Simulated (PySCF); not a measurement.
SMILES COCOC(=O)C(C)C, GFN2-xTB optimised geometry. Atoms within 1.6 Å of the plane z = 0.0 Å (x, y, z in Å): C1 (-1.13, 2.20, 0.00), O2 (-0.58, 0.91, 0.00), C3 (0.82, 0.91, 0.00), O4 (1.27, -0.39, 0.25), C5 (1.33, -0.78, 1.55), H10 (-0.84, 2.76, -0.90), H11 (-2.21, 2.07, 0.01), H12 (-0.82, 2.76, 0.89), H13 (1.22, 1.19, -0.99), H14 (1.21, 1.60, 0.77), H15 (2.21, -2.54, 0.75), H19 (-0.26, -2.76, 0.76).

Computed with CAM-B3LYP/def2-SVP run with PySCF. Cells within 0.4 Å of a nucleus heavier than hydrogen are left out (blank, or x).

Map of the electrostatic potential (hartree/e), clipped to [-0.08, 0.12] on the plane z = 0.0 Å:

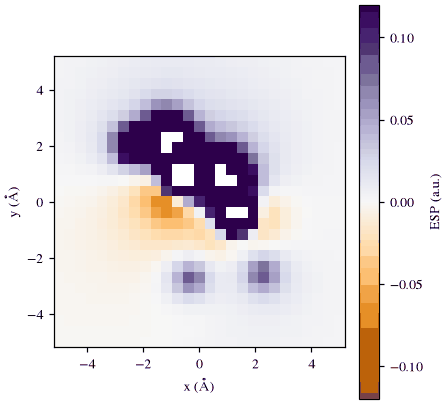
Figure: Electrostatic potential (hartree/e), clipped to [-0.08, 0.12] on the plane z = 0.0 Å.
